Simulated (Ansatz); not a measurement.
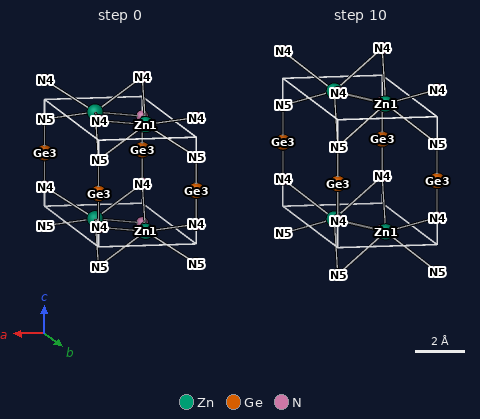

The structure of a crystal of Zn2GeN2 (a generated structure, set up in P6/mmm) (coarse preliminary run) before (left) and after (right) a relaxation, at one scale.

The picture is a ball-and-stick view of the cell of the calculation, seen from a free direction.

Computed with DFT PBE, scalar-relativistic, plane waves, PAW (Ansatz). (plane-wave cutoff 420 eV; k-point mesh 6 × 6 × 4; occupations gaussian; smearing width 0.1 eV; no spin polarisation; cell and atoms relaxed; force threshold 0.04 eV/Å; at most 70 steps)

Summarise the run.

Answer. The largest moves relative to the cell, 0.17 Å, are those of N atoms. Zn and Ge stay in place. The volume changes by +23.9 %, with a = b 4.041 → 4.108 Å (+1.7 %), c 5.085 → 6.095 Å (+19.9 %). Near-neighbour distances that change, for instance: N–N 1.871 → 2.581 Å, N–Zn 2.513 → 2.700 Å, Ge–N 1.607 → 1.757 Å, Zn–Zn 2.333 → 2.372 Å. The space group stays P6/mmm (No. 191). After 8 accepted moves (10 points after the start) the energy has fallen by 2.576 eV per cell of the calculation. The largest force component goes from 3.3 to 0.0012 eV/Å. The pressure goes from 31.49 to 0.00 GPa. The SCF was repeated twice at an unchanged geometry on a basis and grid sized afresh for the cell, which shifted the energy by 0.115 eV per cell of the calculation at most. The run took 72 s on 1 thread of Intel(R) Xeon(R) Processor @ 2.50GHz (Skylake/Cascade Lake), on a shared host, peak memory 0.43 GiB.
